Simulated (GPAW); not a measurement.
# Near-edge structure at the Sc L₃ edge of Sc3In (Pm-3m), part 2 of 2

What does one-electron theory with a core hole give for the Sc L₃ edge of Sc3In (Pm-3m)?

GPAW 26.7.0; X-ray absorption from dipole matrix elements to empty bands, plane-wave PAW LDA.

So far. Step 2 (The field without a hole): The mesh shows no gap, so the system is treated as a metal and the core electron is put at the Fermi level (neutral cell). Step 3 (Spectrum without a core hole, Sc atom 2): Main maxima below 30 eV (height): 0.8 eV (1.84), 2.5 eV (4.44), 3.9 eV (2.85), 7.9 eV (0.86) and 19.7 eV (0.58). At an L edge the dipole rule selects empty d (and weakly s) states on the absorber, and the strong line at the onset measures the empty part of its d band.

## Step 5: Spectrum with XCH, Sc atom 2

The holes are 6.4 Å apart. In GPAW the data set carries the hole's charge, so charge=0 means a charged cell and charge=-1 a neutral one. The excited electron is kept in the cell, where it fills the lowest empty states and screens the hole. After the field has converged, empty bands are computed with the density fixed and the dipole matrix elements are summed.

Contents of xas.py:

```python
import numpy as np
from ase import Atoms
from ase.parallel import parprint, paropen
from gpaw import GPAW, PW, FermiDirac, Mixer, MixerDif, setup_paths
from gpaw.test import gen
setup_paths.insert(0, '.')
gen('Sc', name='fch2p', xcname='LDA', corehole=(2, 1, 1), write_xml=True)
from gpaw.mpi import world
world.barrier()

atoms = Atoms('In2Sc6',
    cell=[[4.53040882, 0, 4.53040882],
     [0, 4.53040882, 4.53040882],
     [-4.53040882, 0, 4.53040882]],
    scaled_positions=[[0, 0, 0],
     [0.5, 0, 0.5],
     [0, 0.5, 0],
     [0.5, 0.5, 0.5],
     [0.5, 0, 0],
     [0, 0, 0.5],
     [0, 0.5, 0.5],
     [0.5, 0.5, 0]],
    pbc=True)
atoms.calc = calc = GPAW(legacy_gpaw=True, mode=PW(430, force_complex_dtype=True), xc='LDA', setups={2: 'fch2p'},
    kpts={'size': (4, 4, 4), 'gamma': True}, occupations=FermiDirac(0.1),
    charge=-1, mixer=Mixer(0.1, 5, 50), maxiter=150,
    convergence={'density': 0.0001, 'eigenstates': 1e-6}, txt='scf.txt')
energy = atoms.get_potential_energy() + calc.get_reference_energy()
ef = calc.get_fermi_level()
out = dict(energy=energy, fermi=ef, forces=atoms.get_forces().tolist())
parprint(f'all-electron energy {energy:.4f} eV, Fermi level {ef:.4f} eV')
ev = np.array([[calc.get_eigenvalues(k, s) for k in range(len(calc.get_ibz_k_points()))] for s in range(calc.get_number_of_spins())])
out['homo'], out['lumo'], out['counts'] = ev[ev < ef].max(), ev[ev > ef].min(), sorted(set((ev < ef).sum((0, 2)).tolist()))
out['filled'] = (ev[:, 0] < ef).sum(1).tolist()

from ase.units import Ha
from gpaw.xas import dipole_matrix_elements
nb = int(calc.get_number_of_electrons() / 2) + 143
top, nb = nb, nb + 8 + nb // 12
nscf = calc.fixed_density(kpts={'size': (5, 5, 5), 'gamma': True}, nbands=nb,
    convergence={'bands': top, 'eigenstates': 1e-5}, maxiter=60, txt='nscf.txt')
cell = atoms.cell.array
ops = [cell.T @ U.T @ np.linalg.inv(cell.T) for U in nscf.wfs.kd.symmetry.op_scc]
E = np.arange(-6, 34, 0.1)
fwhm = np.interp(E, [4, 25], [0.9, 3.5])
Y, X, zero, highest = 0, 0, 1e9, 1e9
for spin in range(nscf.get_number_of_spins()):
    wfs = nscf.wfs
    A = dipole_matrix_elements(wfs.setups[2])
    eps = np.zeros((wfs.kd.nibzkpts, nb))
    d = np.zeros((3, A.shape[1], wfs.kd.nibzkpts, nb), complex)
    for kpt in wfs.kpt_u:
        if kpt.s == spin and 2 in kpt.P_ani:
            eps[kpt.k] = kpt.eps_n * Ha
            d[:, :, kpt.k] = (kpt.weight * wfs.nspins / 2) ** 0.5 * np.inner(A, kpt.P_ani[2])
    world.sum(eps)
    world.sum(d)
    T = np.einsum('amkn,bmkn->abkn', d, d.conj()).real
    T = sum(np.einsum('ai,ijkn,bj->abkn', R, T, R) for R in ops) / len(ops)
    empty = eps > ef
    zero, highest = min(zero, eps[empty].min()), min(highest, eps[:, top - 1].min())
    lines = [(eps, T, empty)] if spin == 0 else lines + [(eps, T, empty)]
for eps, T, empty in lines:
    f = np.einsum('aakn->akn', T).reshape(3, -1)
    x = eps.ravel() - zero
    w = np.interp(x, E, fwhm) / 2.35482
    g = np.exp(-0.5 * ((E[:, None] - x) / w) ** 2) / (w * (2 * np.pi) ** 0.5)
    Y = Y + (f * empty.ravel()) @ g.T
    X = X + (f * ~empty.ravel()) @ g.T
out.update(E=E.round(2).tolist(), xas=Y.tolist(), xes=X.tolist(), zero=zero, valid=highest - zero, nk=len(eps), nb=nb)
for i in range(0, len(E), 10):
    parprint(f'{E[i]:7.2f}', *(f'{v:10.3e}' for v in Y[:, i]))
import json
with paropen('out.json', 'w') as f:
    json.dump(out, f)
```

Launch:

```bash
OMP_NUM_THREADS=1 mpirun -n 2 gpaw python xas.py
```

Numbers of over 12 decimals in the logs are rounded to 6 here.

Log:

```text
Input parameters:
  charge: -1
  convergence: {density: 0.0001,
                eigenstates: 1e-06}
  kpts: {gamma: True,
         size: (4, 4, 4)}
  maxiter: 150
  mixer: {backend: pulay,
          beta: 0.1,
          method: separate,
          nmaxold: 5,
          weight: 50}
  mode: {ecut: 430.0,
         force_complex_dtype: True,
         name: pw}
  occupations: {fixmagmom: False,
                name: fermi-dirac,
                width: 0.1}
  setups: {2: fch2p}

Initialize ...

[... PAW data sets ...]

Reference energy: -443706.462546  # eV

Spin-paired calculation

[... convergence settings ...]
Symmetries present (total): 8
  [... symmetry matrices ...]

64 k-points: 4 x 4 x 4 Monkhorst-Pack grid + [1/8,1/8,1/8]
18 k-points in the irreducible part of the Brillouin zone
       k-points in crystal coordinates                weights
   0:     0.00000000    0.00000000    0.00000000          1/64
   1:     0.25000000    0.00000000   -0.25000000          2/64
   2:     0.25000000    0.00000000    0.00000000          4/64
   3:     0.25000000    0.00000000    0.25000000          2/64
   4:     0.25000000    0.25000000    0.00000000          4/64
   5:     0.25000000    0.25000000    0.25000000          4/64
   6:     0.25000000    0.50000000   -0.25000000          2/64
   7:     0.25000000    0.50000000    0.25000000          2/64
   8:     0.50000000    0.00000000    0.00000000          2/64
   9:     0.50000000    0.00000000    0.25000000          4/64
          ...
  17:     0.50000000    0.50000000    0.50000000          2/64

Wave functions: Plane wave expansion
  Cutoff energy: 430.000 eV
  Number of coefficients (min, max): 3719, 3812
  Pulay-stress correction: 0.000000 eV/Ang^3 (de/decut=0.000000)
  Using FFTW library
  Wavefunction extrapolation:
    Improved wavefunction reuse through dual PAW basis

Occupation numbers: Fermi-Dirac:
  width: 0.1000  # eV

Eigensolver
   Davidson(niter=2)

Densities:
  Coarse grid: 32*32*32 grid
  Fine grid: 64*64*64 grid
  Total Charge: 0.000000

Density mixing:
  Method: separate
  Backend: pulay
  Linear mixing parameter: 0.1
  old densities: 5
  Width of damping distribution: 1.1
  Damping of long wavelength oscillations: 50

[... Hamiltonian set-up ...]
Number of atoms: 8
Number of atomic orbitals: 96
Number of bands in calculation: 60
Number of valence electrons: 93
Bands to converge: occupied

... initialized

Initializing position-dependent things.

Density initialized from atomic densities
Creating initial wave functions:
  60 bands from LCAO basis set

              Sc

         Sc         Sc

             In
              Sc

       Sc         Sc

             In

Atomic positions and initial magnetic moments

Positions:
   0 In     0.000000    0.000000    0.000000    ( 0.0000,  0.0000,  0.0000)
   1 In     0.000000    0.000000    4.530409    ( 0.0000,  0.0000,  0.0000)
   2 Sc     0.000000    2.265204    2.265204    ( 0.0000,  0.0000,  0.0000)
   3 Sc     0.000000    2.265204    6.795613    ( 0.0000,  0.0000,  0.0000)
   4 Sc     2.265204    0.000000    2.265204    ( 0.0000,  0.0000,  0.0000)
   5 Sc    -2.265204    0.000000    2.265204    ( 0.0000,  0.0000,  0.0000)
   6 Sc    -2.265204    2.265204    4.530409    ( 0.0000,  0.0000,  0.0000)
   7 Sc     2.265204    2.265204    4.530409    ( 0.0000,  0.0000,  0.0000)

Unit cell:
           periodic     x           y           z      points  spacing
  1. axis:    yes    4.530409    0.000000    4.530409    32     0.1635
  2. axis:    yes    0.000000    4.530409    4.530409    32     0.1416
  3. axis:    yes   -4.530409    0.000000    4.530409    32     0.1635

  Lengths:   6.406966   6.406966   6.406966
  Angles:   60.000000  90.000000  60.000000

Effective grid spacing dv^(1/3) = 0.1784

iter:   1   -91.531656
iter:   2   -59.649733   +0.32  -1.00
iter:   3   -55.269799   -0.32  -1.28
iter:   4   -54.321970   -0.69  -1.42
iter:   5   -54.645993   -0.96  -1.50
iter:   6   -57.983552   -0.19  -1.47
iter:   7   -56.194363   -1.09  -1.24
iter:   8   -53.522377   -1.26  -1.32
[...]
iter:  12   -53.419777   -2.02  -1.95
iter:  13   -53.461383   -1.83  -2.04
iter:  14   -53.419003c  -2.13  -2.03
iter:  15   -53.393698   -2.34  -2.21
iter:  16   -53.393167c  -2.61  -2.71
iter:  17   -53.393941c  -2.71  -2.78
iter:  18   -53.394931c  -3.01  -3.02
iter:  19   -53.395603c  -3.14  -2.98
iter:  20   -53.394935c  -3.54  -3.13
iter:  21   -53.395105c  -3.70  -3.40
iter:  22   -53.395281c  -3.91  -3.42
iter:  23   -53.394977c  -4.07  -3.62
iter:  24   -53.395086c  -4.31  -3.57
iter:  25   -53.395163c  -4.55  -3.71
iter:  26   -53.395241c  -4.82  -3.85
iter:  27   -53.395210c  -4.94  -4.16c
iter:  28   -53.395267c  -5.26  -4.25c
iter:  29   -53.395260c  -5.46  -4.40c
iter:  30   -53.395280c  -5.68  -4.43c
iter:  31   -53.395270c  -5.77  -4.68c
iter:  32   -53.395278c  -6.14c -4.78c

Converged after 32 iterations.

Dipole moment: (-0.000000, -0.000000, -0.000000) |e|*Ang

Energy contributions relative to reference atoms: (reference = -443706.462546)

Kinetic:         +6.449352
Potential:       -4.685603
External:        +0.000000
XC:             -56.604382
Entropy (-ST):   -0.444575
Local:           +1.667642
SIC:             +0.000000
--------------------------
Free energy:    -53.617566
Extrapolated:   -53.395278

Showing only first 2 kpts
 Kpt  Band  Eigenvalues  Occupancy
  0    44      5.53482    1.99818
  0    45      5.87423    1.94717
  0    46      5.87423    1.94717
  0    47      5.92779    1.91140

  1    44      5.80278    1.97379
  1    45      6.02938    1.77300
  1    46      6.02938    1.77300
[...]
Fermi level: 6.23493

No gap
No difference between direct/indirect transitions

Forces in eV/Ang:
  0 In    0.00000    0.00000    0.00000
  1 In    0.00000    0.00000   -0.00000
  2 Sc   -0.00000    0.00000    0.00000
  3 Sc   -0.00000    0.00000    0.00000
  4 Sc    0.00000    0.00000    0.00000
  5 Sc    0.00000   -0.00000    0.00000
  6 Sc    0.00000    0.00000    0.00000
  7 Sc    0.00000   -0.00000   -0.00000
Scalar-relativistic atomic LDA calculation for Sc (Scandium, Z=21)
Core hole in 2p state (2p occupation: 5.0)
600 radial gridpoints.
|------------------------------------------------|
|------------------------------------------------|
[... the atom generator's iteration count ...]

Energy contributions:
-------------------------
Kinetic:     +752.334494
XC:           -35.276814
Potential:  -1464.161874
-------------------------
Total:       -747.104195

state      eigenvalue         ekin         rmax
-----------------------------------------------
1s^2.0 :  -163.653369   213.638239        0.048
2s^2.0 :   -19.034523    37.657696        0.281
2p^5.0 :   -16.055463    36.630758        0.229
3s^2.0 :    -2.657846     8.218445        0.892
3p^6.0 :    -1.858925     7.158889        0.914
3d^1.0 :    -0.644532     4.682678        0.913
4s^2.0 :    -0.435784     1.257967        2.661
4p^0.0 :    -0.287831     0.914088        3.136
-----------------------------------------------
(units: Bohr and Hartree)

Generating PAW setup
Kinetic energy of the core from tauc = 689.238444
Cutoffs:
rc(s)=2.320
rc(p)=2.420
rc(d)=2.260
rc(vbar)=2.260
rc(comp)=2.320
rc(nct)=2.420

Kinetic energy of the core states: 685.745661
Charge: 1.0
Core electrons: 9.0
Valence electrons: 11.0
Pseudo-core charge: 0.000001
Shape function alpha=1.858
Pseudo-electron charge 4.482140
state    eigenvalue         norm
--------------------------------
3s(2) :    -2.657846     0.395179
4s(2) :    -0.435784     0.976173
3p(6) :    -1.858925     0.227066
4p(0) :    -0.287831     0.974352
3d(1) :    -0.644532     0.377041
*d    :     0.355468
--------------------------------

Diagonalizing with gridspacing h=0.050

state   all-electron     PAW
-------------------------------
3s:      -2.657846    -2.658317
3p:      -1.858925    -1.859854
3d:      -0.644532    -0.645230
*f:                   -0.029666
-------------------------------
all-electron energy -443759.8578 eV, Fermi level 6.2349 eV
[...]
31.00  2.643e-04  2.532e-04  2.532e-04
  32.00  2.882e-04  2.791e-04  2.791e-04
  33.00  3.208e-04  3.110e-04  3.110e-04
```

Elapsed: 8.4 min, on 2 MPI ranks of Arm Neoverse V2, shared host; peak memory 0.58 GiB; 17 min of CPU time.

The Sc L₃ spectrum, Sc atom 2, excited-electron core hole (neutral cell) (energy from the lowest empty level; intensity scaled to a mean of 1 over the first 20 eV):

```
E (eV)  intensity
  -2.0       0.00
  -0.5       0.47
   1.0       4.18
   2.5       2.30
   4.0       1.17
   5.5       0.33
   7.0       0.58
   8.5       0.56
  10.0       0.45
  11.5       0.40
  13.0       0.43
  14.5       0.42
  16.0       0.32
  17.5       0.39
  19.0       0.51
  20.5       0.48
  22.0       0.39
  23.5       0.35
  25.0       0.36
  26.5       0.36
  28.0       0.33
  29.5       0.29
  31.0       0.30
```

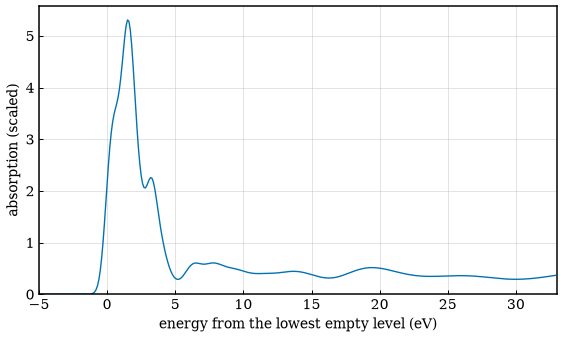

The Sc L₃ edge, Sc atom 2, excited-electron core hole (neutral cell): main maxima at 1.5, 3.2 and 7.8 eV.

Main maxima below 30 eV (height): 1.5 eV (5.31), 3.2 eV (2.26), 7.8 eV (0.61) and 19.4 eV (0.52). 

The total-energy difference is 399.01 eV. Two terms are added: -1.39 eV, since the hole is spin-paired here and a spin-polarised one costs that much less in the free atom (computed apart); −1.63 eV, a third of the tabulated L₂–L₃ splitting, since the scalar-relativistic hole is their mean. The photon energy is then 395.99 eV. The tabulated edge of the element is 398.7 eV. The functional leaves an error of a few eV in such absolute values.

## Step 6: Spectrum with FCH, Sc atom 2

The holes are 6.4 Å apart. In GPAW the data set carries the hole's charge, so charge=0 means a charged cell and charge=-1 a neutral one. The excited electron is left out and a uniform background balances the charge. After the field has converged, empty bands are computed with the density fixed and the dipole matrix elements are summed.

Changed against the first core-hole run: core hole to FCH.

Changes to xas.py since step 5:

```diff
@@ -25,3 +25,3 @@
     kpts={'size': (4, 4, 4), 'gamma': True}, occupations=FermiDirac(0.1),
-    charge=-1, mixer=Mixer(0.1, 5, 50), maxiter=150,
+    charge=0, mixer=Mixer(0.1, 5, 50), maxiter=150,
     convergence={'density': 0.0001, 'eigenstates': 1e-6}, txt='scf.txt')
```

Log:

```text
Input parameters:
  convergence: {density: 0.0001,
                eigenstates: 1e-06}
  kpts: {gamma: True,
         size: (4, 4, 4)}
  maxiter: 150
  mixer: {backend: pulay,
          beta: 0.1,
          method: separate,
          nmaxold: 5,
          weight: 50}
  mode: {ecut: 430.0,
         force_complex_dtype: True,
         name: pw}
  occupations: {fixmagmom: False,
                name: fermi-dirac,
[...]
*d    :     0.355468
--------------------------------

Diagonalizing with gridspacing h=0.050

state   all-electron     PAW
-------------------------------
3s:      -2.657846    -2.658317
3p:      -1.858925    -1.859854
3d:      -0.644532    -0.645230
*f:                   -0.029666
-------------------------------
all-electron energy -443766.0555 eV, Fermi level 6.1307 eV
[...]
32.00  2.822e-04  2.726e-04  2.726e-04
  33.00  3.142e-04  3.044e-04  3.044e-04
[key lines of the parts left out:]
Converged after 47 iterations.
Dipole moment: (0.000000, -0.000000, 0.000000) |e|*Ang
Free energy:    -59.800863
Fermi level: 6.13073
```

Run time: 8.6 min. Hardware: 2 MPI ranks; peak memory 0.57 GiB; 17 min of CPU time.

```
E (eV)  first run  this run
  -2.0       0.00      0.00
  -1.0       0.02      0.03
   0.0       2.15      2.49
   1.0       4.18      4.28
   2.0       4.03      4.06
   3.0       2.16      2.11
   4.0       1.17      1.13
   5.0       0.31      0.32
   6.0       0.52      0.47
   7.0       0.58      0.56
   8.0       0.60      0.58
   9.0       0.52      0.51
  10.0       0.45      0.45
  11.0       0.40      0.39
  12.0       0.41      0.39
  13.0       0.43      0.42
  14.0       0.44      0.44
  15.0       0.38      0.38
  16.0       0.32      0.32
  17.0       0.34      0.33
  18.0       0.44      0.42
  19.0       0.51      0.49
  20.0       0.51      0.50
  21.0       0.45      0.45
  22.0       0.39      0.39
  23.0       0.35      0.35
  24.0       0.35      0.34
  25.0       0.36      0.35
  26.0       0.36      0.36
  27.0       0.35      0.35
  28.0       0.33      0.33
  29.0       0.30      0.30
  30.0       0.29      0.29
  31.0       0.30      0.30
  32.0       0.33      0.32
```

Against the first run the r.m.s. difference is 5 %. The highest intensity below 24 eV stays at 1.5 eV.

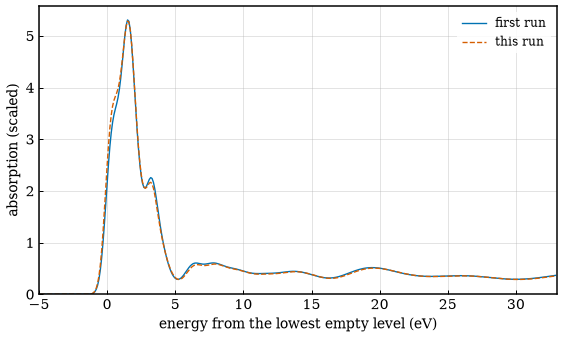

The effect of the change (core hole to FCH).

The photon energy of the zero moves by -0.06 eV.

## Step 7: What the core hole does

Both curves are counted from their own zero, so only the shift of weight within the empty states shows.

```
E (eV)  no hole   XCH
  -2.0     0.00  0.00
  -1.0     0.02  0.02
   0.0     1.19  2.15
   1.0     1.76  4.18
   2.0     3.25  4.03
   3.0     3.09  2.16
   4.0     2.79  1.17
   5.0     0.58  0.31
   6.0     0.64  0.52
   7.0     0.74  0.58
   8.0     0.86  0.60
   9.0     0.57  0.52
  10.0     0.54  0.45
  11.0     0.55  0.40
  12.0     0.47  0.41
  13.0     0.46  0.43
  14.0     0.52  0.44
  15.0     0.44  0.38
  16.0     0.36  0.32
  17.0     0.36  0.34
  18.0     0.45  0.44
  19.0     0.55  0.51
  20.0     0.57  0.51
  21.0     0.51  0.45
  22.0     0.43  0.39
  23.0     0.39  0.35
  24.0     0.38  0.35
  25.0     0.39  0.36
  26.0     0.39  0.36
  27.0     0.38  0.35
  28.0     0.36  0.33
  29.0     0.33  0.30
  30.0     0.31  0.29
  31.0     0.31  0.30
  32.0     0.34  0.33
```

With each curve scaled to its own mean, the area from −2 to 6 eV with the hole is 14.4 against 12.9, and the centre of weight from −1 to 20 eV moves by -1.0 eV; the shape changes all the same, by 64 % r.m.s.

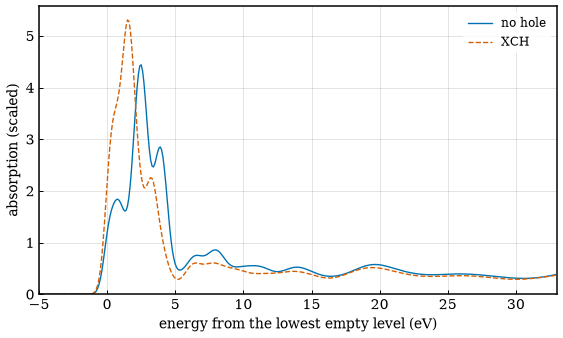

The Sc L₃ edge with and without the core hole, each from its own zero; the highest intensity below 24 eV lies at 1.5 eV with the hole.

## Step 8: Outcome

```yaml
absorber_and_edge: Sc L₃, atom 2 of the ground-state input (counted from 1)
surroundings: 2 Sc at 3.20 Å, 1 In at 3.20 Å, 2 Sc at 3.20 Å, 1 In at 3.20 Å, 3 Sc at 3.20 Å, 1 In at 3.20 Å, 1 Sc at 3.20 Å and 1 In at 3.20 Å (cuboctahedral, site symmetry 4/mmm)
highest_intensity_below_24_ev: 1.5 eV above the zero, height 5.31
photon_energy_of_the_zero_with_the_added_terms: 396.0 eV (raw 399.0 eV; uncertain by a few eV)
```

**Reading.** The Sc L₃ edge of atom 2, with 2 Sc at 3.20 Å, 1 In at 3.20 Å, 2 Sc at 3.20 Å, 1 In at 3.20 Å, 3 Sc at 3.20 Å, 1 In at 3.20 Å, 1 Sc at 3.20 Å and 1 In at 3.20 Å (cuboctahedral, site symmetry 4/mmm), has its highest intensity of the first 24 eV at 1.5 eV above the zero, near 397 eV in photon energy (uncertain by a few eV), 5.3 times the mean level of the first 20 eV (Gaussian full width 0.9 eV up to 4 eV, rising linearly to 3.5 eV at 25 eV). With each curve scaled to its own mean, the area from −2 to 6 eV with the hole is 14.4 against 12.9, and the centre of weight from −1 to 20 eV moves by -1.0 eV; the shape changes all the same, by 64 % r.m.s. Changing the core hole to FCH alters the shape by 5 % r.m.s., so the result is insensitive to this choice. One-electron theory leaves out the 2p–3d multiplets that shape measured L edges of 3d elements, and the L₂ edge isn't added. The holes are only 6.4 Å apart, so the shape is probably not converged with cell size; no larger cell was run here. The mesh is coarse (0.28 Å⁻¹ between points), so small maxima may be mesh ripples. The structure is a computed Materials Project entry and may be a hypothetical form.

[Banner, clock and machine lines of the logs are left out without a mark of their own.]

[Logs are printed without paths, hosts, clocks, repeated set-up lines and the standing remarks that a program may print on its own settings, such as how far it seeks lower states.]

[Hosts, paths, dates, database ids (printed as entryN), source tags and the programs' standing remarks are cut or masked in the printed files.]

[Lists of maxima count a maximum above −3 eV only where it reaches 4 % of the highest in the window and stands out from its surroundings by 2 % of it (1.5 % where it reaches 55 %); shoulders and weaker maxima are passed over, and of the rest the first, up to two pre-edge ones and the few strongest are named.]
